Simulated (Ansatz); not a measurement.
```yaml
atoms:
  - { symbol: Al, position_ang: [0.9474, -0.5516, 0.1439] }
  - { symbol: B, position_ang: [-0.9175, -0.5622, -0.7871] }
  - { symbol: N, position_ang: [0.1469, -0.6968, -1.5264] }
  - { symbol: P, position_ang: [-1.3429, -0.3425, 1.0067] }
```

Geometry: PBE0-D4/def2-TZVP.

Level of theory: isolated molecule in a Gaussian basis; Kohn-Sham density functional theory, functional PBE0 (Ansatz 0.2.0).

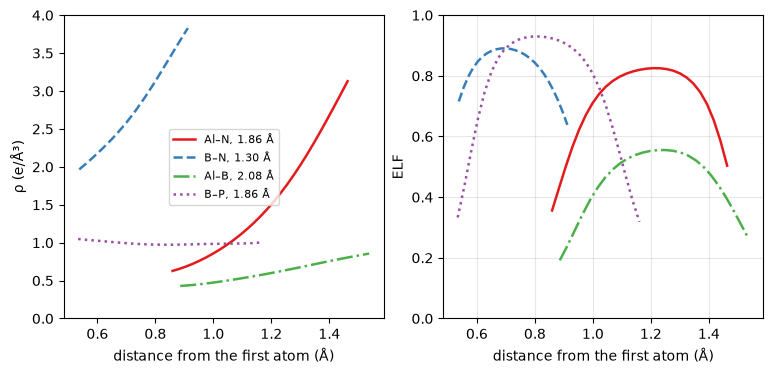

AlBNP (SMILES [N]1[B]2[P][Al]12) (triplet). Electron density and ELF along straight lines between neighbouring atoms. The curves leave out the atomic cores.

> What can be read from the curves?

Al–N (1.86 Å): the density is about 0.72 e/Å³ at the midpoint; the ELF peaks at about 0.85 in the valence shell of N, 0.7 Å from its nucleus, and is about 0.55 at the midpoint.
B–N (1.30 Å): the density is about 2.4 e/Å³ at the midpoint; the ELF peaks at about 0.90 between the atoms, as expected for a polar covalent bond.
Al–B (2.08 Å): ρ is about 0.5 e/Å³ halfway; the ELF peaks at about 0.55 in the valence shell of B, 0.8 Å from its nucleus, and is about 0.45 at the midpoint.
B–P (1.86 Å): ρ at the midpoint is about 0.98 e/Å³; the ELF peaks at about 0.95 between the atoms; localised, covalent bonding.
